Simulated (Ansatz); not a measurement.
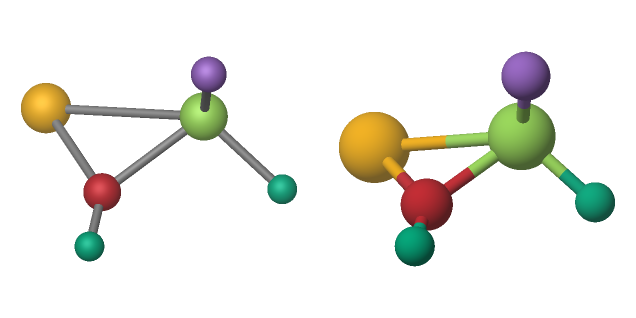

Both panels show the same species. Colours: oxygen red, silicon green, aluminium orange, fluorine purple, hydrogen teal.

Count the atoms of each element.

Answer. AlFH₂OSi, 6 atoms: 1 aluminium, 1 fluorine, 2 hydrogen, 1 oxygen and 1 silicon.

What is the point group of this geometry?

Answer. C1.

How many bonds of each kind are drawn?

Answer. 1 O–Si, 1 Al–Si, 1 Si–H, 1 Al–O, 1 O–H, 1 F–Si. Sticks follow a distance rule.

The parts below concern this one geometry. Atoms keep their numbers from picture to picture. The geometry was computed by an optimisation with PBE0-D4/def2-TZVP. No frequency run is at hand to confirm it as a minimum.

## Charges

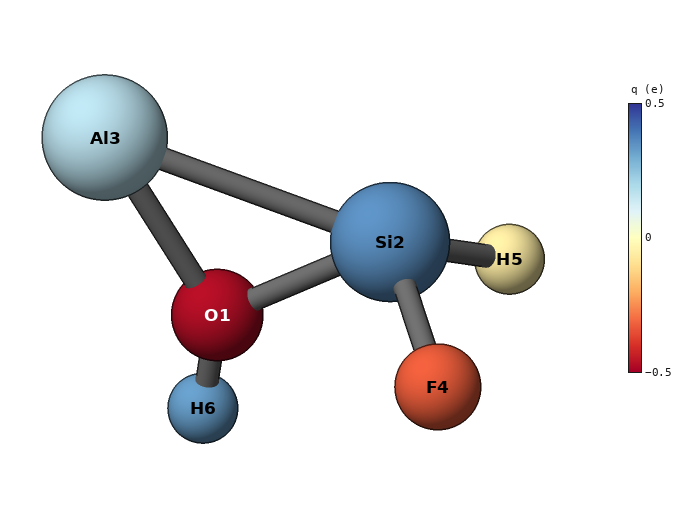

Atoms are coloured by their Mulliken charges. No frequency run is at hand to confirm it as a minimum. Level of theory: RKS PBE0-D4/def2-TZVP (Ansatz 0.2.0).

Which atom carries the highest charge (most positive or least negative)?

Answer. Si2 (0.35 e).

And the lowest?

Answer. O1 (−0.47 e).

List the Mulliken charges.

| atom | value (e) |
| --- | --- |
| O1 | −0.47 |
| Si2 | 0.35 |
| Al3 | 0.17 |
| F4 | −0.32 |
| H5 | −0.06 |
| H6 | 0.33 |

## Electronic properties

No frequency run is at hand to confirm it as a minimum. Properties computed with RKS PBE0-D4/def2-TZVPP (Ansatz 0.2.0).

Predict the main results.

- HOMO energy (Kohn–Sham orbital): −5.66 eV
- LUMO energy (Kohn–Sham orbital): −1.68 eV
- HOMO–LUMO gap: 3.98 eV

## Dipole moment

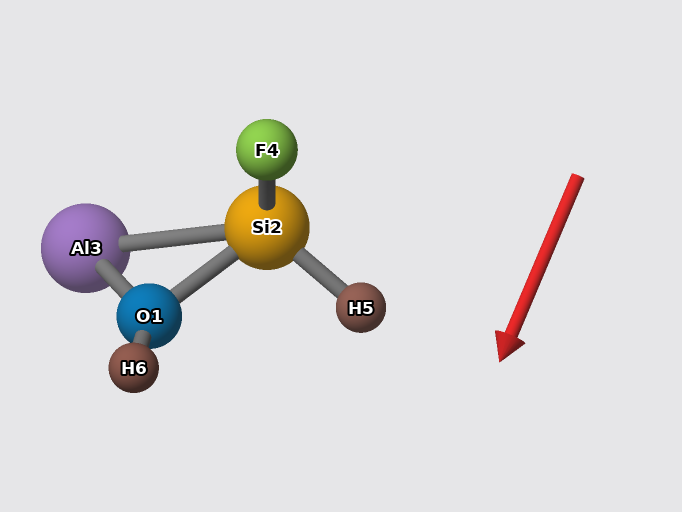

The arrow beside the molecule shows the direction of the dipole moment, from the negative to the positive end (its length means nothing). No frequency run is at hand to confirm it as a minimum. Level of theory: RKS PBE0-D4/def2-TZVP (Ansatz 0.2.0).

How large is the dipole moment?

Answer. 2.45 D; it points from the side of F4 to the side of H6 (the outermost atoms at the two ends).

Mulliken values depend strongly on the basis set and can even reverse the polarity of a bond.
